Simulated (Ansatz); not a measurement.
# How fast states decay through CsKNb2O6, part 2 of 3

A new crystal, CsKNb2O6: structure, gap and complex bands. It is built by putting Cs for Na in the KNaNb2O6 structure of space group Pm, with the volume rescaled by atomic radii. The parent structure comes from the Materials Project.

Ansatz 0.2.0; r2SCAN DFT, plane waves, PAW files (the session's first sound run).

So far. Step 2 (Relaxing the new crystal): The largest force component on a free atom ends at 0.0030 eV/Å.

The structure was built from a prototype and need not be the compound's stable phase.

### 3. The bulk crystal and its band edges

The energy window and the wavevectors of the next steps follow from the band edges, so these are searched first, off the mesh as well.

Contents of input.yaml:

```yaml
crystal:
  lattice:
    - [3.8520374314, 0.0, 0.0104560066]
    - [0.0, 3.8514502747, 0.0]
    - [-0.0308376449, 0.0, 10.9658127755]
  atoms:
    - { symbol: K, position: [0.4763171487, 0.5, 0.7230496995] }
    - { symbol: Cs, position: [0.4762596276, 0.5, 0.2258452028] }
    - { symbol: Nb, position: [0.976332238, 0.0, -0.0489634292] }
    - { symbol: Nb, position: [0.9762617911, 0.0, 0.5048547707] }
    - { symbol: O, position: [0.9761811815, 0.5, 0.5466407468] }
    - { symbol: O, position: [0.9760875526, 0.5, -0.005265338] }
    - { symbol: O, position: [0.9763227608, 0.0, 0.7890920481] }
    - { symbol: O, position: [0.976232597, 0.0, 0.3423650659] }
    - { symbol: O, position: [0.4762218531, 0.0, 0.5465637113] }
    - { symbol: O, position: [0.4761822495, 0.0, -0.005381478] }
kpoints:
  mp_grid: { grid: [6, 6, 4] }
  band_path: { path: [VBM, CBM], npoints: 30 }
scf:
  occupations: { method: fixed }
hamiltonian:
  xc: r2scan
output:
  eigenvalues: true
  write_potential: true
  write_density: true
  volumetric_format: npy
  elf: true
```

On the command line:

```console
$ ansatz run input.yaml --threads 2 --pin off --max-ram 4096MiB --backend cpu --events-out ev --progress --plain --runs-dir out
```

Numbers of over 12 decimals in the logs are rounded to 6 here.

Log:

```text
[...]
Crystal: 10 atoms, lattice volume = 162.689 Å³
Basis set: ecut = 500 eV, 4075 PW (Γ), exchange–correlation on 120×120×320 points (64 copies of the dense FFT grid, shifted against one another)
Bands: 50, of which v1, the nominal top of the filled ones, is band 40 counted from 1 (39 counted from 0)
Symmetry: 2 space group operations
[...]
k-points: 56 of 144 (time reversal used)
[...]
SCF iter   1: F=—  HF=-19778.628492 eV  |F-HF|=—  |Δ(HF+E_count)|=         —  Δρ=1.32e-2  dr2=3.88e-1  dr2_τ=5.58e-1  ethr=1.77e-3  ⟨swp⟩=4.8  Hψ=10047  notcnv=0  defer=378
[...]
SCF iter   9: F=-19778.662103 eV  HF=-19778.662103 eV  |F-HF|=1.86e-8  |Δ(HF+E_count)|=   9.63e-8  Δρ=5.31e-6  dr2=4.65e-8  dr2_τ=6.53e-9  ethr=1.25e-10  ⟨swp⟩=12.0  Hψ=11272  notcnv=0
SCF 1 converged in 9 iterations: F = -19778.662103 eV  dr2 = 4.65e-8
[...]
NSCF: frozen V_eff on 80 k-points
[...]
SCF converged after 9 iterations
Free energy (F): -19778.662103 eV
[...]
Internal energy: -19778.662103 eV  (E = F + TS)
E sigma→0 (E₀):  -19778.662103 eV
Fermi energy:    6.994650 eV
[...]
--- Band table (eV; the first three rows and the last of 56) ---
  k-point 0: bands = [... 36 lower, 5.7353, 5.7358, 5.9981, 5.9981, 8.8366, 9.1469, 11.5123, 11.6784, ... 6 higher]
  k-point 1: bands = [... 36 lower, 5.7377, 5.7381, 5.9968, 5.9968, 8.8366, 9.1469, 11.6368, 11.6777, ... 6 higher]
  k-point 2: bands = [... 36 lower, 5.7400, 5.7405, 5.9954, 5.9954, 8.8366, 9.1469, 11.6770, 11.6836, ... 6 higher]
  k-point 55: bands = [... 36 lower, 5.6114, 5.6126, 6.7763, 6.9946, 10.7869, 11.3421, 11.3451, 11.7181, ... 6 higher]
```

Wall time 83 s (2 threads of Intel Xeon 6975P-C (Granite Rapids), shared host); peak memory 1.1 GiB; 2.7 min of CPU time.

Reading the cycles: dr2 is the Hartree energy of the density residual (eV), the measure of convergence; HF is the Harris–Foulkes estimate of the energy, which meets the free energy F at convergence.

Numbers from this step:

```
Fermi energy        : 6.995 eV
gap on the k-mesh   : 1.842 eV
gap on path         : 1.842 eV, by band count; negative where bands overlap
direct gap on path  : 2.838 eV
edge places on path : 0, 1.166 1/A along the path
```

Electronic bands along the path, in eV, zero at the Fermi level (highest filled level under fixed occupations); v1 is the highest filled band, c1 the lowest empty one:

| point | v4 | v3 | v2 | v1 | c1 | c2 | c3 | c4 |
| --- | --- | --- | --- | --- | --- | --- | --- | --- |
| VBM | -1.41 | -1.41 | -0.22 | 0.00 | 3.59 | 4.35 | 4.35 | 4.72 |
| CBM | -1.26 | -1.26 | -1.00 | -1.00 | 1.84 | 2.15 | 4.52 | 4.68 |

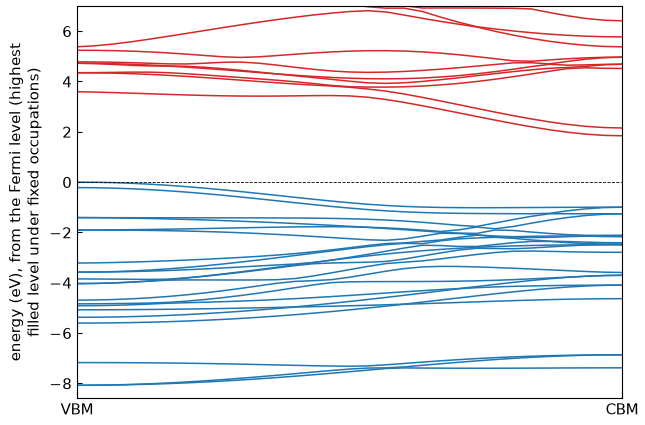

Electronic bands along the path; lines of filled and empty bands in two colours.

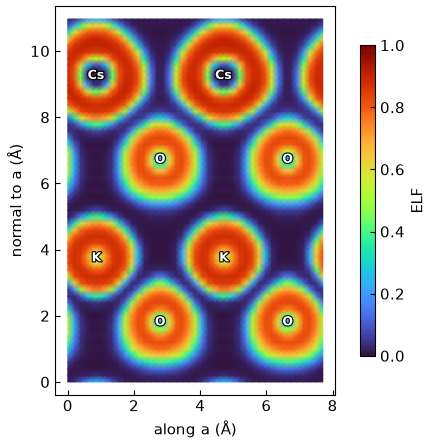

ELF in the ac plane at fractional y = 0.500, with atoms of K and Cs and O within 0.2 Å of it. It is the smooth field of the valence electrons, not physical close to the nuclei. The map starts off the cell's origin, so that atoms lie inside it.

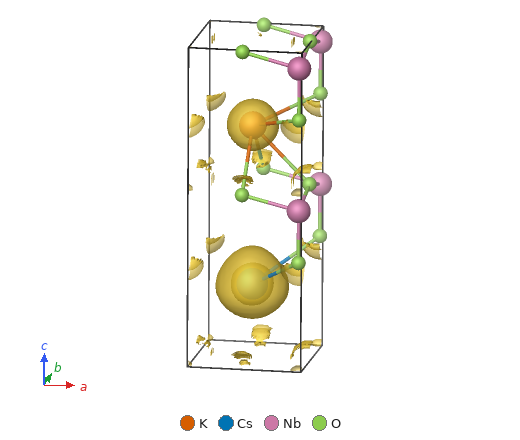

Surface of ELF = 0.83.

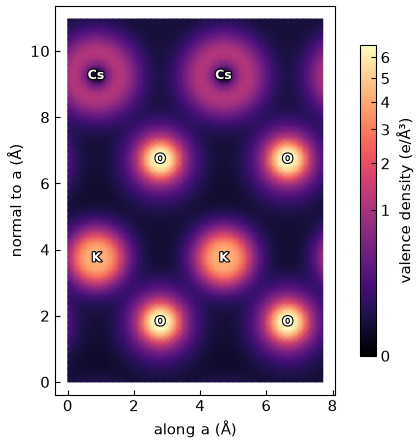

Valence density in the ac plane at fractional y = 0.500, with atoms of K and Cs and O within 0.2 Å of it. It is the smooth field of the valence electrons, not physical close to the nuclei. The map starts off the cell's origin, so that atoms lie inside it. The colour scale is stretched toward low values.

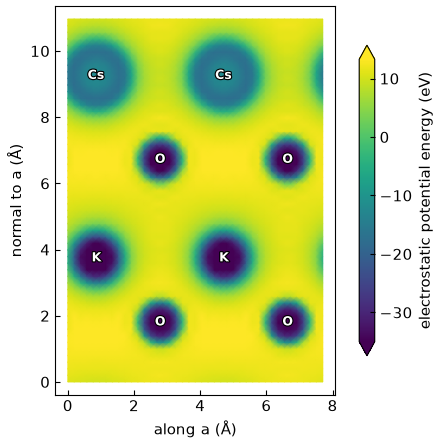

Electrostatic potential energy in the ac plane at fractional y = 0.500, with atoms of K and Cs and O within 0.2 Å of it. With pseudopotentials it is smooth inside the atoms' cores, unlike the true potential. The map starts off the cell's origin, so that atoms lie inside it.

The searched edges give 1.84 eV, as on the mesh.

### 4. Complex bands

This step: r2SCAN DFT, plane waves, PAW files; complex bands by layer matching along the plane's normal (Ansatz 0.2.0).

The same crystal is laid in a cell whose first two vectors span the (100) plane (indices of the standard conventional cell, whose axes can be ordered otherwise than in the bulk input). At fixed energy and wavevector in the plane the solver finds all kz, real and complex. A few wavevectors are listed, (0, 0) and (-0.5, 0.2865) in units of the plane's reciprocal vectors; the slowest state needn't be among them.

Contents of input.yaml:

```yaml
crystal:
  lattice:
    - [3.851450275, 0.0, 0.0]
    - [0.0, 10.965856136, 0.0]
    - [0.0, -0.000376546, 3.852051604]
  atoms:
    - { symbol: K, position: [0.5, 0.7230496995, 0.4763171487] }
    - { symbol: Cs, position: [0.5, 0.2258452028, 0.4762596276] }
    - { symbol: Nb, position: [0.0, 0.9510365708, 0.976332238] }
    - { symbol: Nb, position: [0.0, 0.5048547707, 0.9762617911] }
    - { symbol: O, position: [0.5, 0.5466407468, 0.9761811815] }
    - { symbol: O, position: [0.5, 0.994734662, 0.9760875526] }
    - { symbol: O, position: [0.0, 0.7890920481, 0.9763227608] }
    - { symbol: O, position: [0.0, 0.3423650659, 0.976232597] }
    - { symbol: O, position: [0.0, 0.5465637113, 0.4762218531] }
    - { symbol: O, position: [0.0, 0.994618522, 0.4761822495] }
kpoints:
  mp_grid: { grid: [6, 2, 6] }
scf:
  occupations: { method: fixed }
hamiltonian:
  xc: r2scan
output:
  eigenvalues: true
  transmission:
    leads: [[0, 0]]
    kpoints: [[0.0, 0.0], [-0.5, 0.2865]]
    e_range: [-1.0, 2.84]
    de: 0.1
```

Log:

```text
[...]
Crystal: 10 atoms, lattice volume = 162.689 Å³
Basis set: ecut = 500 eV, 4075 PW (Γ), exchange–correlation on 120×320×120 points (64 copies of the dense FFT grid, shifted against one another)
Bands: 50, of which v1, the nominal top of the filled ones, is band 40 counted from 1 (39 counted from 0)
Symmetry: 2 space group operations
[...]
k-points: 32 of 72 (time reversal used)
[...]
SCF iter   1: F=—  HF=-19778.628419 eV  |F-HF|=—  |Δ(HF+E_count)|=         —  Δρ=1.32e-2  dr2=3.88e-1  dr2_τ=5.58e-1  ethr=1.77e-3  ⟨swp⟩=4.8  Hψ=5679  notcnv=0  defer=207
[...]
SCF iter   9: F=-19778.662088 eV  HF=-19778.662088 eV  |F-HF|=1.90e-8  |Δ(HF+E_count)|=   9.64e-8  Δρ=5.38e-6  dr2=4.75e-8  dr2_τ=6.67e-9  ethr=1.25e-10  ⟨swp⟩=11.8  Hψ=6500  notcnv=0
SCF 1 converged in 9 iterations: F = -19778.662088 eV  dr2 = 4.75e-8
[...]
transmission: 6 of 12 steps passed
transmission: 12 of 12 steps passed
SCF converged after 9 iterations
Free energy (F): -19778.662088 eV
[...]
Internal energy: -19778.662088 eV  (E = F + TS)
E sigma→0 (E₀):  -19778.662088 eV
Fermi energy:    6.994658 eV
[...]
--- Band table (eV; the first three rows and the last of 32) ---
  k-point 0: bands = [... 36 lower, 5.7353, 5.7358, 5.9981, 5.9981, 8.8366, 9.1469, 11.5123, 11.6784, ... 6 higher]
  k-point 1: bands = [... 36 lower, 5.3075, 5.4642, 5.6032, 5.7066, 9.5040, 9.8197, 10.9105, 11.2578, ... 6 higher]
  k-point 2: bands = [... 36 lower, 5.0520, 5.1885, 5.1912, 5.5092, 10.5837, 10.7714, 10.9205, 11.1642, ... 6 higher]
  k-point 31: bands = [... 36 lower, 5.6114, 5.6126, 6.7763, 6.9947, 10.7869, 11.3421, 11.3451, 11.7181, ... 6 higher]
--- Transmission ---
  basis      : 441 plane waves across, 6 finite elements along
  points     : 2, as listed
  energies   : 39 from -1.000000 to 2.800000 eV about the Fermi level, 0.100000 eV apart; the leads are filled to 0.920957 eV, and channels, transmission and decay are at 0.900000 eV
  crystal 0  : O6Nb2Cs1K1, at the sites [0, 0], period 3.8521 Å: whole cells are its period
    offset         : up to 0.0000 Å between an atom of the period and one for which it stands
    channels       : 0.000000e0 a spin
    conductance    : none, the energies end too early or step too widely for 300 K: set another output.transmission.e_range or a lower de, or, where they end at an eighth of basis.ecutwfc, a higher one
    slowest decay  : 0.2448 /Å at (0.0000, 0.0000)
```

Elapsed: 96 s, on 2 threads; peak memory 1.7 GiB.

This step gave:

- level to which the leads are filled: 0.9210 eV from the Fermi level
- decay constant at the filling level, zone centre: 0.2448 Å⁻¹
- decay constant at the filling level, slowest listed point: 0.2448 Å⁻¹

K parallel (0, 0); values up to 1.5 1/Å, a degenerate pair printed once or twice; energies at which all values exceed this have no row. Im kz of the slowest decaying states against energy, zero at the highest filled level on the SCF mesh:

| energy (eV) | decay 1 (Å⁻¹) | decay 2 (Å⁻¹) | decay 3 (Å⁻¹) | decay 4 (Å⁻¹) |
| --- | --- | --- | --- | --- |
| -1.0000 | 0.168 | 0.257 | 0.434 | 0.444 |
| -0.8000 | 0.152 | 0.203 | 0.210 | 0.347 |
| -0.5000 | 0.220 | 0.247 | 0.311 | 0.443 |
| -0.3000 | 0.245 | 0.261 | 0.363 | 0.439 |
| 0.0000 | 0.267 | 0.272 | 0.426 | 0.434 |
| 0.2000 | 0.273 | 0.275 | 0.431 | 0.461 |
| 0.5000 | 0.267 | 0.277 | 0.426 | 0.469 |
| 0.7000 | 0.258 | 0.274 | 0.423 | 0.462 |
| 1.0000 | 0.236 | 0.261 | 0.417 | 0.449 |
| 1.2000 | 0.214 | 0.247 | 0.412 | 0.440 |
| 1.5000 | 0.165 | 0.216 | 0.402 | 0.425 |
| 1.7000 | 0.110 | 0.186 | 0.393 | 0.414 |
| 2.0000 | 0.114 | 0.375 | 0.398 | 0.453 |
| 2.2000 | 0.360 | 0.386 | 0.441 | 0.577 |
| 2.5000 | 0.334 | 0.366 | 0.422 | 0.559 |
| 2.7000 | 0.312 | 0.350 | 0.408 | 0.545 |

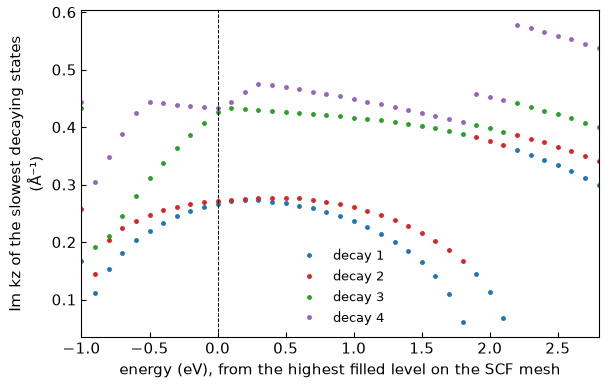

Im kz of the slowest decaying states, plotted against energy.

K parallel (-0.5, 0.2865); values up to 1.5 1/Å, a degenerate pair printed once or twice; energies at which all values exceed this have no row. Table of Im kz of the slowest decaying states by energy, zero at the highest filled level on the SCF mesh:

| energy (eV) | decay 1 (Å⁻¹) | decay 2 (Å⁻¹) | decay 3 (Å⁻¹) | decay 4 (Å⁻¹) |
| --- | --- | --- | --- | --- |
| -1.000 | 0.440 | 0.440 | 0.455 | 0.455 |
| -0.500 | 0.432 | 0.432 | 0.479 | 0.479 |
| 0.000 | 0.0125 | 0.254 | 0.432 | 0.432 |
| 0.500 | 0.396 | 0.430 | 0.430 | 0.459 |
| 1.000 | 0.424 | 0.424 | 0.445 | 0.445 |
| 1.500 | 0.411 | 0.411 | 0.425 | 0.425 |
| 2.000 | 0.391 | 0.391 | 0.397 | 0.397 |
| 2.500 | 0.356 | 0.357 | 0.362 | 0.362 |

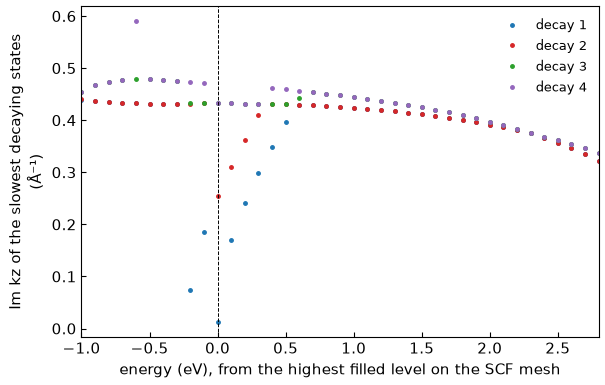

Im kz of the slowest decaying states against energy.

At the listed wavevectors the last open channel is at -0.10 eV and the next at +1.90 eV on the grid. At +0.90 eV, the grid energy nearest the filling level (the middle of the gap on the SCF mesh), the slowest state at the listed wavevectors decays with κ = 0.245 Å⁻¹, its amplitude falling by e over 4.1 Å. Through 1 nm of this crystal that state's transmission falls by exp(−2 × 0.245 Å⁻¹ × 10 Å) = 0.0075.

### 5. Decay over the two-dimensional zone

The listed points could miss the slowest state, so one energy near mid-gap is solved on a mesh of 8×4.

input.yaml: that of step 4 with these lines changed.

```diff
@@ -24,6 +24,2 @@
   eigenvalues: true
-  transmission:
-    leads: [[0, 0]]
-    kpoints: [[0.0, 0.0], [-0.5, 0.2865]]
-    e_range: [-1.0, 2.84]
-    de: 0.1
+  transmission: { leads: [[0, 0]], kmesh: [8, 4], e_range: [0.92, 0.93], de: 0.05 }
```

Log:

```text
[...]
Crystal: 10 atoms, lattice volume = 162.689 Å³
Basis set: ecut = 500 eV, 4075 PW (Γ), exchange–correlation on 120×320×120 points (64 copies of the dense FFT grid, shifted against one another)
Bands: 50, of which v1, the nominal top of the filled ones, is band 40 counted from 1 (39 counted from 0)
Symmetry: 2 space group operations
[...]
k-points: 32 of 72 (time reversal used)
[...]
SCF iter   1: F=—  HF=-19778.628419 eV  |F-HF|=—  |Δ(HF+E_count)|=         —  Δρ=1.32e-2  dr2=3.88e-1  dr2_τ=5.58e-1  ethr=1.77e-3  ⟨swp⟩=4.8  Hψ=5679  notcnv=0  defer=207
[...]
SCF iter   9: F=-19778.662088 eV  HF=-19778.662088 eV  |F-HF|=1.90e-8  |Δ(HF+E_count)|=   9.64e-8  Δρ=5.38e-6  dr2=4.75e-8  dr2_τ=6.67e-9  ethr=1.25e-10  ⟨swp⟩=11.8  Hψ=6500  notcnv=0
SCF 1 converged in 9 iterations: F = -19778.662088 eV  dr2 = 4.75e-8
[...]
transmission: 24 of 90 steps passed
transmission: 48 of 90 steps passed
transmission: 72 of 90 steps passed
transmission: 90 of 90 steps passed
SCF converged after 9 iterations
Free energy (F): -19778.662088 eV
[...]
Internal energy: -19778.662088 eV  (E = F + TS)
E sigma→0 (E₀):  -19778.662088 eV
Fermi energy:    6.994658 eV
[...]
--- Band table (eV; the first three rows and the last of 32) ---
  k-point 0: bands = [... 36 lower, 5.7353, 5.7358, 5.9981, 5.9981, 8.8366, 9.1469, 11.5123, 11.6784, ... 6 higher]
  k-point 1: bands = [... 36 lower, 5.3075, 5.4642, 5.6032, 5.7066, 9.5040, 9.8197, 10.9105, 11.2578, ... 6 higher]
  k-point 2: bands = [... 36 lower, 5.0520, 5.1885, 5.1912, 5.5092, 10.5837, 10.7714, 10.9205, 11.1642, ... 6 higher]
  k-point 31: bands = [... 36 lower, 5.6114, 5.6126, 6.7763, 6.9947, 10.7869, 11.3421, 11.3451, 11.7181, ... 6 higher]
--- Transmission ---
  basis      : 441 plane waves across, 6 finite elements along
  points     : 15, standing for a mesh of 8 x 4
  energies   : 1 from 0.920000 to 0.920000 eV about the Fermi level; the leads are filled to 0.920957 eV, and channels, transmission and decay are at 0.920000 eV
[...]
channels       : 0.000000e0 a spin
    conductance    : none, crystal 0 has no channel at the energies, or these end too early or step too widely for 300 K: set another output.transmission.e_range or a lower de, or, where they end at an eighth of basis.ecutwfc, a higher one
    slowest decay  : 0.2431 /Å at (0.0000, 0.5000)
```

The job ended after 77 s (2 threads; peak memory 2.1 GiB; 2.5 min of CPU time).

Numbers from this step:

* least decay constant on the mesh: 0.2431 Å⁻¹

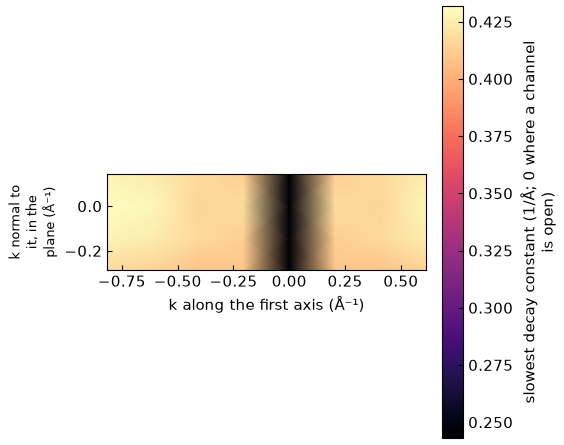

Slowest decay constant (1/Å; 0 where a channel is open) over k1 and k2. At 0.9200 eV from the Fermi level.

The least value on the mesh is 0.243 Å⁻¹ at +0.92 eV. At that energy the listed points give about 0.243 Å⁻¹ by interpolation, so the mesh holds no clearly slower state.

### 6. Band edges at another level, cutoff 420 eV

This step: PBE DFT, plane waves, PAW files (Ansatz 0.2.0).

The edges again with PBE, at the same atoms. Against that run the cutoff is 420 eV against 500.

Contents of input.yaml:

```yaml
crystal:
  lattice:
    - [3.8520374314, 0.0, 0.0104560066]
    - [0.0, 3.8514502747, 0.0]
    - [-0.0308376449, 0.0, 10.9658127755]
  atoms:
    - { symbol: K, position: [0.4763171487, 0.5, 0.7230496995] }
    - { symbol: Cs, position: [0.4762596276, 0.5, 0.2258452028] }
    - { symbol: Nb, position: [0.976332238, 0.0, -0.0489634292] }
    - { symbol: Nb, position: [0.9762617911, 0.0, 0.5048547707] }
    - { symbol: O, position: [0.9761811815, 0.5, 0.5466407468] }
    - { symbol: O, position: [0.9760875526, 0.5, -0.005265338] }
    - { symbol: O, position: [0.9763227608, 0.0, 0.7890920481] }
    - { symbol: O, position: [0.976232597, 0.0, 0.3423650659] }
    - { symbol: O, position: [0.4762218531, 0.0, 0.5465637113] }
    - { symbol: O, position: [0.4761822495, 0.0, -0.005381478] }
kpoints:
  mp_grid: { grid: [6, 6, 4] }
  band_path: { path: [VBM, CBM], npoints: 30 }
scf:
  occupations: { method: fixed }
hamiltonian:
  xc: pbe
output:
  eigenvalues: true
```

Log:

```text
[...]
Crystal: 10 atoms, lattice volume = 162.689 Å³
Basis set: ecut = 420 eV, 3213 PW (Γ)
Bands: 50, of which v1, the nominal top of the filled ones, is band 40 counted from 1 (39 counted from 0)
Symmetry: 2 space group operations
[...]
k-points: 56 of 144 (time reversal used)
[...]
SCF iter   1: F=—  HF=-19727.772687 eV  |F-HF|=—  |Δ(HF+E_count)|=         —  Δρ=2.46e-3  dr2=7.97e-3  ethr=1.77e-3  ⟨swp⟩=5.0  Hψ=10060  notcnv=0  defer=382
[...]
SCF iter   9: F=-19727.775747 eV  HF=-19727.775747 eV  |F-HF|=4.36e-9  |Δ(HF+E_count)|=   2.72e-8  Δρ=2.15e-6  dr2=9.36e-9  ethr=1.25e-10  ⟨swp⟩=9.5  Hψ=11792  notcnv=0
SCF 1 converged in 9 iterations: F = -19727.775747 eV  dr2 = 9.36e-9
[...]
SCF converged after 9 iterations
Free energy (F): -19727.775747 eV
[...]
Internal energy: -19727.775747 eV  (E = F + TS)
E sigma→0 (E₀):  -19727.775747 eV
Fermi energy:    7.326869 eV
[...]
--- Band table (eV; the first three rows and the last of 56) ---
  k-point 0: bands = [... 36 lower, 6.1272, 6.1277, 6.3607, 6.3607, 8.7973, 9.0727, 11.3586, 11.6012, ... 6 higher]
  k-point 1: bands = [... 36 lower, 6.1297, 6.1303, 6.3592, 6.3592, 8.7973, 9.0727, 11.4880, 11.6003, ... 6 higher]
  k-point 2: bands = [... 36 lower, 6.1323, 6.1328, 6.3577, 6.3578, 8.7973, 9.0726, 11.5994, 11.6056, ... 6 higher]
  k-point 55: bands = [... 36 lower, 5.9862, 5.9873, 7.1362, 7.3269, 10.7999, 11.3019, 11.3049, 11.6459, ... 6 higher]
```

Run time: 60 s. Hardware: 2 threads; peak memory 0.67 GiB.

This step gave:

* free energy: -19727.7757 eV
* Fermi energy: 7.327 eV
* gap on the k-mesh: 1.470 eV
* gap on path: 1.470 eV, by band count; negative where bands overlap
* direct gap on path: 2.437 eV
* edge places on path: 0, 1.189 1/A along the path

The electronic bands at the labelled points (eV, zero at the Fermi level (highest filled level under fixed occupations); v1 is the highest filled band, c1 the lowest empty one):

| point | v4 | v3 | v2 | v1 | c1 | c2 | c3 | c4 |
| --- | --- | --- | --- | --- | --- | --- | --- | --- |
| VBM | -1.34 | -1.34 | -0.19 | 0.00 | 3.47 | 3.98 | 3.98 | 4.32 |
| CBM | -1.20 | -1.20 | -0.97 | -0.97 | 1.47 | 1.75 | 4.03 | 4.27 |

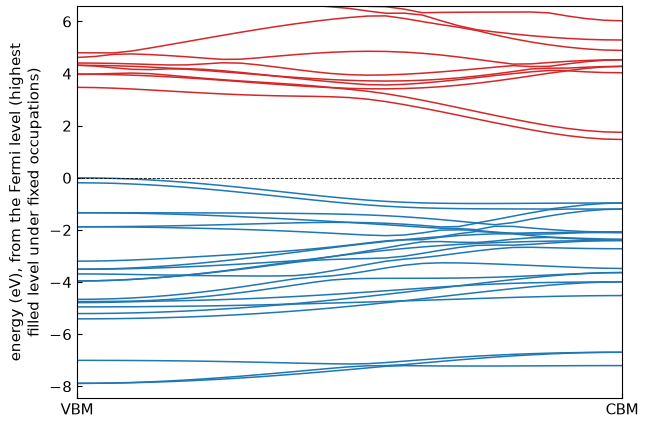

Electronic bands along the path; lines of filled and empty bands in two colours.

The searched edges give 1.47 eV, as on the mesh.

For the gap on path, step 3 gave 1.84 eV; this run, with PBE and cutoff 420 eV, gives 1.47 eV.

(Part 2 of 3 ends here.)

[Logs are printed without paths, hosts, clocks, repeated set-up lines and the standing remarks that a program may print on its own settings, such as how far it seeks lower states.]

[Hosts, paths, dates, database ids (printed as entryN), source tags and the programs' standing remarks are cut or masked in the printed files.]

[New means built here by substitution; the compound itself may be known and measured.]
